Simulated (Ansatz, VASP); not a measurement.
**Cross-check of Na14Sr6Si26O65 (liquid 67SiO2-18Na2O-15SrO (mol %) at 2550 K) between VASP and Ansatz**

One calculation is typed for both programs; each brings its own data sets and cutoff. How far apart do they land? The cell is taken from a series of runs on this material, whose earlier steps may have relaxed or scaled it; both programs get it as it stands.

Calculated with Ansatz 0.2.0; plane waves, with VASP 6.6.1 beside it; single point at PBE.

## Step 1: Set-up

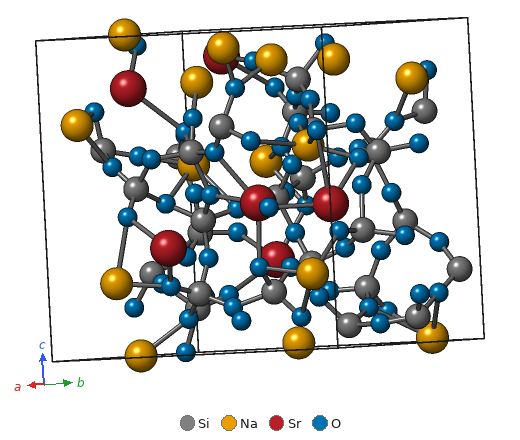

The cell as given, slightly off an axis (silicon grey, sodium orange, strontium red, oxygen blue). Bonds to atoms that aren't drawn are left out. Some periodic images of atoms are drawn too.

The cell holds 111 atoms: 26 Si, 14 Na, 6 Sr and 65 O. Cell: a = 12.686 Å, b = 12.686 Å, c = 12.686 Å, α = 90.0°, β = 90.0°, γ = 90.0°. As first built, before any earlier steps moved the atoms: 111 atoms (26 Si, 14 Na, 6 Sr, 65 O) placed at random at 2.73 g/cm^3, melted at 4000 K for 10 ps at fixed volume with the Morse and Coulomb pair potential with partial charges (Pedone, Malavasi, Menziani, Cormack and Segre, J. Phys. Chem. B 110, 11780 (2006)). Snapshot at the end of a hold of 10 ps at 2550 K and zero pressure.

## Step 2: VASP: single point, PBE

With cell and atoms fixed, the geometry can't cause a difference; cores, projectors, grids and the points listed under the comparison can.

Lines of VASP's logs that name or quote its potential files are left out, and so is its time.

INCAR

```
SYSTEM = Na14Sr6Si26O65
PREC = Accurate
ENCUT = 520
EDIFF = 1E-05
NELM = 100
ISMEAR = -1
SIGMA = 0.05
LREAL = Auto
ALGO = Fast
GGA = PE
NBANDS = 403
LORBIT = 11
LWAVE = .FALSE.
LCHARG = .FALSE.
ISIF = 2
```

POSCAR

```
Na14Sr6Si26O65
1.0
   12.6859100000      0.0000000000      0.0000000000
    0.0000000000     12.6859100000      0.0000000000
    0.0000000000      0.0000000000     12.6859100000
Si Na Sr O
26 14 6 65
Direct
    0.5176800000      0.7049900000      0.6781900000
    0.3916400000      0.8638500000      0.6003100000
    0.4616700000      0.5375900000      0.4737700000
    0.8110100000      0.2269600000      0.5223700000
    0.5184800000      0.8611600000      0.3595900000
    0.3433500000      0.9481900000      0.0814700000
    0.1404400000      0.4515500000      0.7343500000
    0.3331800000      0.7020400000      0.0639100000
    0.0052800000      0.8352700000      0.7162200000
    0.7244600000      0.3858000000      0.1869400000
    0.9383900000      0.6019100000      0.7052800000
    0.1910100000      0.7326300000      0.6040000000
    0.6993900000      0.0617600000      0.6465300000
    0.8011800000      0.4212200000      0.6288700000
    0.5119600000      0.2677000000      0.1405500000
    0.4751400000      0.6544300000      0.2625100000
    0.1233800000      0.9896500000      0.2207000000
    0.7013400000      0.6340300000      0.1820100000
    0.0927400000      0.7930200000      0.3771600000
    0.2699200000      0.1024400000      0.6135100000
    0.1948400000      0.4954900000      0.5273300000
    0.0943300000      0.6481700000      0.1758900000
    0.3404100000      0.5705800000      0.8359200000
    0.2364500000      0.1487800000      0.3730500000
    0.4526700000      0.0843200000      0.2536900000
    0.6546800000      0.3753500000      0.4148400000
    0.8045300000      0.8246900000      0.2332800000
    0.7304500000      0.6808400000      0.9038100000
    0.5079800000      0.2765500000      0.5872600000
    0.8967700000      0.1859600000      0.2321500000
[... 75 atom lines left out ...]
    0.5914200000      0.6400800000      0.2559100000
    0.3678500000      0.8286200000      0.0652500000
    0.9751700000      0.7715600000      0.4471800000
    0.4741700000      0.8430300000      0.4991800000
    0.0766000000      0.8998700000      0.3074200000
    0.5370100000      0.1610400000      0.2228400000
```

KPOINTS

```
Automatic mesh
0
Gamma
1 1 1
0 0 0
```

The projector-augmented-wave data sets are Si, Na_pv, Sr_sv and O (PBE family, release 64).

Started as:

```console
export OMP_NUM_THREADS=5
mpirun -np 1 vasp_gam
```

Numbers of over 12 decimals in the logs are rounded to 6 here.

The program printed:

```text
[banner, memory and clock lines left out]
running    1 mpi-ranks, on    1 nodes
[...]
Offloading initialized ...    1 GPUs detected
[...]
LDA part: xc-table for (Slater+PW92), standard interpolation
 POSCAR, INCAR and KPOINTS ok, starting setup
[...]
entering main loop
       N       E                     dE             d eps       ncg     rms          rms(c)
DAV:   1     0.779787158714E+04    0.77979E+04   -0.35496E+05   814   0.167E+03
DAV:   2     0.246327890632E+03   -0.75515E+04   -0.71682E+04   958   0.443E+02
DAV:   3    -0.809021026461E+03   -0.10553E+04   -0.10393E+04   905   0.190E+02
DAV:   4    -0.874168168442E+03   -0.65147E+02   -0.64520E+02  1012   0.491E+01
[...]
RMM:  14    -0.733259215480E+03   -0.10279E-01   -0.64201E-02  1594   0.316E-01    0.377E-01
RMM:  15    -0.733264294485E+03   -0.50790E-02   -0.37331E-02  1599   0.254E-01    0.223E-01
RMM:  16    -0.733267692189E+03   -0.33977E-02   -0.27782E-02  1607   0.212E-01    0.199E-01
WARNING in EDDRMM: call to ZHEGV failed, returncode =   6  3    174
RMM:  17    -0.733268983098E+03   -0.12909E-02   -0.13890E-02  1595   0.172E-01    0.894E-02
RMM:  18    -0.733270247155E+03   -0.12641E-02   -0.12222E-02  1592   0.148E-01    0.337E-02
RMM:  19    -0.733271043348E+03   -0.79619E-03   -0.74152E-03  1588   0.129E-01    0.180E-02
RMM:  20    -0.733271795895E+03   -0.75255E-03   -0.72627E-03  1567   0.113E-01    0.181E-02
WARNING in EDDRMM: call to ZHEGV failed, returncode =   6  3    273
RMM:  21    -0.733272264808E+03   -0.46891E-03   -0.45133E-03  1551   0.101E-01    0.129E-02
RMM:  22    -0.733272744770E+03   -0.47996E-03   -0.47098E-03  1517   0.896E-02    0.108E-02
RMM:  23    -0.733273056019E+03   -0.31125E-03   -0.30312E-03  1496   0.813E-02    0.105E-02
RMM:  24    -0.733273424101E+03   -0.36808E-03   -0.36566E-03  1465   0.733E-02    0.840E-03
[...]
RMM:  43    -0.733275551325E+03   -0.16056E-04   -0.13344E-04   775   0.151E-02    0.596E-02
RMM:  44    -0.733275574486E+03   -0.23161E-04   -0.22027E-04   762   0.140E-02    0.613E-02
RMM:  45    -0.733275583943E+03   -0.94567E-05   -0.76504E-05   727   0.130E-02
   1 F= -.73327558E+03 E0= -.73325003E+03  d E =-.511009E-01
```

Parts of OUTCAR (step 2):

```text
  FREE ENERGIE OF THE ION-ELECTRON SYSTEM (eV)
  ---------------------------------------------------
  free  energy   TOTEN  =      -733.2755839431 eV

  energy  without entropy=     -733.2244830194  energy(sigma->0) =     -733.25003348

[... 1 further part left out ...]
```

The run ends at a pressure of 1.76 GPa, with forces up to 15 eV/Å.

## Step 3: Ansatz: single point, PBE

Ansatz runs on its default PAW (the set named soft_2) files.

The same cell, functional, mesh and smearing now go to Ansatz, which takes its cutoff from its data sets.

input.yaml

```yaml
crystal:
  lattice:
    - [12.68591, 0.0, 0.0]
    - [0.0, 12.68591, 0.0]
    - [0.0, 0.0, 12.68591]
  atoms:
    - { symbol: Si, position: [0.51768, 0.70499, 0.67819] }
    - { symbol: Si, position: [0.39164, 0.86385, 0.60031] }
    - { symbol: Si, position: [0.46167, 0.53759, 0.47377] }
    - { symbol: Si, position: [0.81101, 0.22696, 0.52237] }
    - { symbol: Si, position: [0.51848, 0.86116, 0.35959] }
    - { symbol: Si, position: [0.34335, 0.94819, 0.08147] }
    - { symbol: Si, position: [0.14044, 0.45155, 0.73435] }
    - { symbol: Si, position: [0.33318, 0.70204, 0.06391] }
    - { symbol: Si, position: [0.00528, 0.83527, 0.71622] }
    - { symbol: Si, position: [0.72446, 0.3858, 0.18694] }
    - { symbol: Si, position: [0.93839, 0.60191, 0.70528] }
    - { symbol: Si, position: [0.19101, 0.73263, 0.604] }
    - { symbol: Si, position: [0.69939, 0.06176, 0.64653] }
    - { symbol: Si, position: [0.80118, 0.42122, 0.62887] }
    - { symbol: Si, position: [0.51196, 0.2677, 0.14055] }
    - { symbol: Si, position: [0.47514, 0.65443, 0.26251] }
    - { symbol: Si, position: [0.12338, 0.98965, 0.2207] }
    - { symbol: Si, position: [0.70134, 0.63403, 0.18201] }
    - { symbol: Si, position: [0.09274, 0.79302, 0.37716] }
    - { symbol: Si, position: [0.26992, 0.10244, 0.61351] }
    - { symbol: Si, position: [0.19484, 0.49549, 0.52733] }
    - { symbol: Si, position: [0.09433, 0.64817, 0.17589] }
    - { symbol: Si, position: [0.34041, 0.57058, 0.83592] }
    - { symbol: Si, position: [0.23645, 0.14878, 0.37305] }
    - { symbol: Si, position: [0.45267, 0.08432, 0.25369] }
    - { symbol: Si, position: [0.65468, 0.37535, 0.41484] }
    - { symbol: Na, position: [0.80453, 0.82469, 0.23328] }
    - { symbol: Na, position: [0.73045, 0.68084, 0.90381] }
    - { symbol: Na, position: [0.50798, 0.27655, 0.58726] }
    - { symbol: Na, position: [0.89677, 0.18596, 0.23215] }
[... 75 atom lines left out ...]
    - { symbol: O, position: [0.59142, 0.64008, 0.25591] }
    - { symbol: O, position: [0.36785, 0.82862, 0.06525] }
    - { symbol: O, position: [0.97517, 0.77156, 0.44718] }
    - { symbol: O, position: [0.47417, 0.84303, 0.49918] }
    - { symbol: O, position: [0.0766, 0.89987, 0.30742] }
    - { symbol: O, position: [0.53701, 0.16104, 0.22284] }
kpoints:
  mp_grid: { grid: [1, 1, 1] }
hamiltonian:
  xc: pbe
scf:
  occupations: { method: fermi_dirac, width: 0.05 }
output:
  forces: true
  eigenvalues: true
  populations: true
  stress: true
```

Started as:

```console
ansatz run input.yaml --threads 4 --pin off --max-ram 8192MiB --backend cpu --events-out ev --progress --plain --runs-dir out
```

The program printed:

```text
Engine: ansatz 0.2.0, aarch64-unknown-linux-gnu
Pseudopotentials: kind: paw
Pseudopotential: Si, paw, valence charge 4, recommended cutoff 420 eV (normal), Si.paw.azcp
Pseudopotential: Na, paw, valence charge 9, recommended cutoff 420 eV (normal), Na.paw.azcp
Pseudopotential: Sr, paw, valence charge 10, recommended cutoff 420 eV (normal), Sr.paw.azcp
Pseudopotential: O, paw, valence charge 6, recommended cutoff 420 eV (normal), O.paw.azcp
Functional definition: PBE
  parameter kappa = 0.804
  parameter beta = 0.066725
  exchange = pbe_x(kappa = kappa, mu = beta*pi^2/3)
  correlation = pbe_c(beta = beta)
Crystal: 111 atoms, lattice volume = 2041.573 Å³
Basis set: ecut = 420 eV, 39847 PW (Γ), exchange–correlation on 180×180×180 points (8 copies of the dense FFT grid, shifted against one another)
Bands: 451, of which v1, the nominal top of the filled ones, is band 340 counted from 1 (339 counted from 0)
Symmetry: 1 space group operations
Space group: P1 (ITA 1), of the structure as read, at distance tolerance 1.3e-4 Å
k-points: 1
Non-local potential: Si, projectors of the file, l = 0: 2, l = 1: 2, l = 2: 2
Non-local potential: Na, projectors of the file, l = 0: 3, l = 1: 2, l = 2: 1
Non-local potential: Sr, projectors of the file, l = 0: 3, l = 1: 2, l = 2: 2
Non-local potential: O, projectors of the file, l = 0: 2, l = 1: 2, l = 2: 1
PAW form: soft (Blöchl's): semilocal exchange-correlation on the pseudo side does not see the compensation charge
PAW one-centre angular grid: Si, 110 points (default); XC on 64 Gauss nodes
PAW one-centre angular grid: Na, 110 points (default); XC on 64 Gauss nodes
PAW one-centre angular grid: Sr, 110 points (default); XC on 64 Gauss nodes
PAW one-centre angular grid: O, 110 points (default); XC on 64 Gauss nodes
Initial density: superposition of atomic densities (neutral atoms: chi_scale 0, normalization atom), corrected by the library's trained network
Initial wavefunctions: pseudopotential atomic-orbital guess
Functional: x = pbe(κ = 0.804, μ = 0.219515), c = pbe(β = 0.066725)
SCF iter   1: F=—  HF=-95569.724424 eV  |F-HF|=—  |Δ(HF+E_count)|=         —  Δρ=3.26e-3  dr2=7.02e-1  ethr=1.77e-3  ⟨swp⟩=7.0  Hψ=2287  notcnv=0  defer=87
preconditioner: auto → Resta (q_TF=auto, 2.272 Å⁻¹)  ε∞=2.8  [insulator: Δε(μ)=0.619 eV  Ē_g=15.183 eV  σ=0.050 eV  W_gap=1.00  n_scr=436 (ndim 8)  ℏωp=20.3 eV  f_vac=0.274  D(μ)=0.16/eV (n_scr^D=0)  ε∞_Penn≈2.8]
SCF iter   2: F=—  HF=-95569.658651 eV  |F-HF|=—  |Δ(HF+E_count)|=   6.58e-2  Δρ=6.90e-3  dr2=1.58e0  ethr=1.03e-4  ⟨swp⟩=2.0  Hψ=723  notcnv=0  defer=103
preconditioner: auto → LDOS  [metal: Δε(μ)=0.096 eV  Ē_g=14.007 eV  σ=0.050 eV  W_gap=0.45  n_scr=436 (ndim 8)  ℏωp=19.5 eV  f_vac=0.275  D(μ)=16.04/eV (n_scr^D=56)  β→1.0]
SCF iter   3: F=—  HF=-95569.635207 eV  |F-HF|=—  |Δ(HF+E_count)|=   2.34e-2  Δρ=2.47e-3  dr2=3.20e-1  ethr=1.03e-4  ⟨swp⟩=2.0  Hψ=552  notcnv=0  defer=103
SCF iter   4: F=—  HF=-95569.604083 eV  |F-HF|=—  |Δ(HF+E_count)|=   3.11e-2  Δρ=1.76e-3  dr2=1.48e-1  ethr=4.71e-5  ⟨swp⟩=2.0  Hψ=602  notcnv=0  defer=103
SCF iter   5: F=—  HF=-95569.606810 eV  |F-HF|=—  |Δ(HF+E_count)|=   2.73e-3  Δρ=1.43e-3  dr2=8.36e-2  ethr=2.18e-5  ⟨swp⟩=2.0  Hψ=561  notcnv=0  defer=103
SCF iter   6: F=—  HF=-95569.599900 eV  |F-HF|=—  |Δ(HF+E_count)|=   6.91e-3  Δρ=4.94e-4  dr2=1.07e-2  ethr=1.23e-5  ⟨swp⟩=2.0  Hψ=566  notcnv=0  defer=103
SCF iter   7: F=—  HF=-95569.599746 eV  |F-HF|=—  |Δ(HF+E_count)|=   1.54e-4  Δρ=1.96e-4  dr2=9.51e-4  ethr=1.57e-6  ⟨swp⟩=2.0  Hψ=559  notcnv=0  defer=103
SCF iter   8: F=—  HF=-95569.600017 eV  |F-HF|=—  |Δ(HF+E_count)|=   2.71e-4  Δρ=1.28e-4  dr2=3.59e-4  ethr=1.40e-7  ⟨swp⟩=2.0  Hψ=669  notcnv=0  defer=103
SCF iter   9: F=—  HF=-95569.600124 eV  |F-HF|=—  |Δ(HF+E_count)|=   1.06e-4  Δρ=9.02e-5  dr2=1.86e-4  ethr=5.29e-8  ⟨swp⟩=2.0  Hψ=559  notcnv=0  defer=103
SCF iter  10: F=—  HF=-95569.600132 eV  |F-HF|=—  |Δ(HF+E_count)|=   8.39e-6  Δρ=6.55e-5  dr2=1.12e-4  ethr=2.74e-8  ⟨swp⟩=2.0  Hψ=559  notcnv=0  defer=103
SCF iter  11: F=—  HF=-95569.600185 eV  |F-HF|=—  |Δ(HF+E_count)|=   5.26e-5  Δρ=4.66e-5  dr2=6.57e-5  ethr=1.65e-8  ⟨swp⟩=2.0  Hψ=549  notcnv=0  defer=103
SCF iter  12: F=—  HF=-95569.599713 eV  |F-HF|=—  |Δ(HF+E_count)|=   4.72e-4  Δρ=2.73e-5  dr2=2.25e-5  ethr=9.66e-9  ⟨swp⟩=2.0  Hψ=785  notcnv=0  defer=103
SCF iter  13: F=—  HF=-95569.599715 eV  |F-HF|=—  |Δ(HF+E_count)|=   2.13e-6  Δρ=1.60e-5  dr2=5.88e-6  ethr=3.30e-9  ⟨swp⟩=2.0  Hψ=559  notcnv=0  defer=103
SCF iter  14: F=—  HF=-95569.599718 eV  |F-HF|=—  |Δ(HF+E_count)|=   3.23e-6  Δρ=8.36e-6  dr2=1.71e-6  ethr=8.65e-10  ⟨swp⟩=2.0  Hψ=669  notcnv=0  defer=103
SCF iter  15: F=—  HF=-95569.599719 eV  |F-HF|=—  |Δ(HF+E_count)|=   8.12e-7  Δρ=3.67e-6  dr2=4.50e-7  ethr=2.52e-10  ⟨swp⟩=2.0  Hψ=559  notcnv=0  defer=103
[...]
atom  83  O      0.92117916    -0.08940525    -5.11597951
  atom  84  O     -3.36657241     2.88046825     1.04515966
  atom  85  O      4.47105383     2.20783213    -3.18016983
  atom  86  O      0.73867736    -0.85394073     0.38952255
  atom  87  O      1.97399156     1.71675780     1.36932804
  atom  88  O      2.65621940     0.25060565    -0.28264312
  atom  89  O      3.01092517     0.25773465    -1.23511298
  atom  90  O      1.11558947    -2.21776140    -1.97440488
  atom  91  O      1.99814866     2.34291156     1.89070892
  atom  92  O     -1.20738402    -2.00240248    -2.00980306
  atom  93  O     -1.82081493     4.82048565    -1.47736607
  atom  94  O      0.27694218    -1.11276383     1.44032940
  atom  95  O     -0.38133872   -12.91125457     8.06163463
  atom  96  O      0.09567324     0.51061898     1.24962479
  atom  97  O     -1.72554810     2.81658688    -0.37423756
  atom  98  O     -2.24135665     1.78650196    -1.20016524
  atom  99  O     -2.58763485    -0.44770110    -0.49939538
  atom 100  O     -8.43612452    -0.98241453     4.36951190
  atom 101  O      2.28259811     1.66880854     1.40717760
  atom 102  O      1.59173170    -1.59307633     0.89220741
  atom 103  O      2.54271316     0.27915362    -4.49607229
  atom 104  O     -6.33361641    -1.78224192    -2.87230609
  atom 105  O      0.47363467    -1.06991919     0.66716469
  atom 106  O      5.26225854    -2.45319938    -0.83923442
  atom 107  O      0.66561779    -4.08255963    -0.52408984
  atom 108  O     -1.60313904     1.06725844    -1.28299605
  atom 109  O     -0.44646530     1.08467030    -1.98890191
  atom 110  O     -0.57881258    -0.65455020    -0.38329425
  atom 111  O      3.50289165     3.99427515    -1.69488899
  max |Σ_I F_I| component: 9.28e-5 eV/Å
--- Stress (GPa, compression-positive) ---
        0.535335       1.090733       0.151001
        1.090734       3.219149      -1.035999
        0.151000      -1.035999       1.292475
  P = ⅓ Tr σ = 1.6823 GPa (16.823 kbar)
--- Band table (eV) ---
  k-point 0: bands = [... 336 lower, 2.4685, 2.5315, 2.5633, 2.9265, 3.1852, 4.3700, 4.6072, 4.8032, ... 107 higher]
--- Löwdin populations: 111 sites ---
  site symbol       q [e]
     0     Si      2.3307
     1     Si      2.2986
     2     Si      2.2830
     3     Si      2.3135
     4     Si      2.2806
     5     Si      2.3028
     6     Si      2.3123
     7     Si      2.3234
     8     Si      2.4156
     9     Si      2.3128
    10     Si      2.3497
    11     Si      2.2198
    12     Si      2.4282
    13     Si      2.3687
    14     Si      2.3859
    15     Si      2.1865
    16     Si      2.3469
    17     Si      2.3554
    18     Si      2.2941
    19     Si      2.3491
    20     Si      2.3090
    21     Si      2.3586
    22     Si      2.3609
    23     Si      2.2887
[...]
103      O      6.8127
   104      O      6.8174
   105      O      6.8166
   106      O      6.7916
   107      O      7.0571
   108      O      6.8051
   109      O      6.8277
   110      O      6.8015
  spilling = 0.011945 (of n_electrons = 680.000000)
```

The run ends at a pressure of 1.68 GPa, with forces up to 15 eV/Å.

## Step 4: Side by side

Known differences besides the PAW data sets themselves: the data sets hold 680 valence electrons in Ansatz (default PAW (the set named soft_2) files) and 652 in VASP; the cutoff is 420 eV in Ansatz and 520 eV in VASP (PREC = Accurate, projectors in real space); VASP leaves aspherical gradient terms in its spheres out (LASPH is not set), Ansatz keeps them. Total energies have different zeros and are not compared.

Both answers:

```csv
quantity,Ansatz,VASP,difference
pressure (GPa),1.68,1.76,-0.08
gap on the k mesh (eV),0.259,0.258,+0.001
```

Forces on 10 of the 111 atoms, picked by the larger force of the two programs (eV/Å; atoms numbered as in POSCAR):

```csv
atom,"Ansatz x, y, z","VASP x, y, z"
Si4,"-1.818, 10.605, -6.205","-1.887, 10.356, -5.950"
Si7,"-0.294, 1.489, 8.252","-0.215, 1.539, 8.224"
Si11,"0.373, 1.703, 7.187","0.380, 1.681, 7.211"
Si12,"3.669, 3.850, -6.056","3.680, 3.835, -6.090"
Si15,"3.000, -4.373, -5.168","3.061, -4.419, -5.187"
Si20,"9.177, 1.075, -1.043","9.164, 1.058, -1.019"
Si23,"4.706, -1.833, 5.375","4.685, -1.834, 5.405"
Si25,"-6.219, -4.750, 2.498","-6.228, -4.757, 2.497"
O95,"-0.381, -12.911, 8.062","-0.410, -12.745, 7.893"
O100,"-8.436, -0.982, 4.370","-8.444, -0.980, 4.366"
```

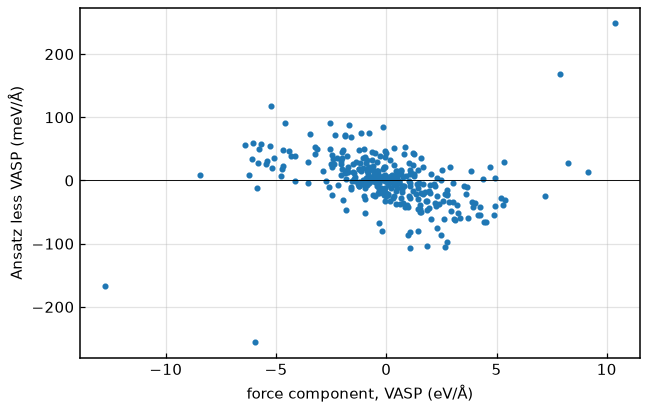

Difference of the force components against their size.

The forces differ by 42 meV/Å r.m.s., which is 1.6 % of the r.m.s. force of 2.65 eV/Å (both taken over all components).

## Step 5: What came out

| Item | Value |
| --- | --- |
| r.m.s. force difference (single point, PBE) | 1.6 % of the r.m.s. force |

What this shows: The r.m.s. force difference is 1.6 % of the r.m.s. force (single point, PBE), within the 3 % picked in this series as the mark of a large difference. How closely two codes agree says nothing of how well the functional describes the real material.

[Lines on the potential files, build, host, timing and source positions are cut from VASP's logs without a mark.]

[Logs are printed without paths, hosts, clocks, repeated set-up lines and the standing remarks that a program may print on its own settings, such as how far it seeks lower states.]

[Hosts, paths, dates, database ids (printed as entryN), source tags and the programs' standing remarks are cut or masked in the printed files.]
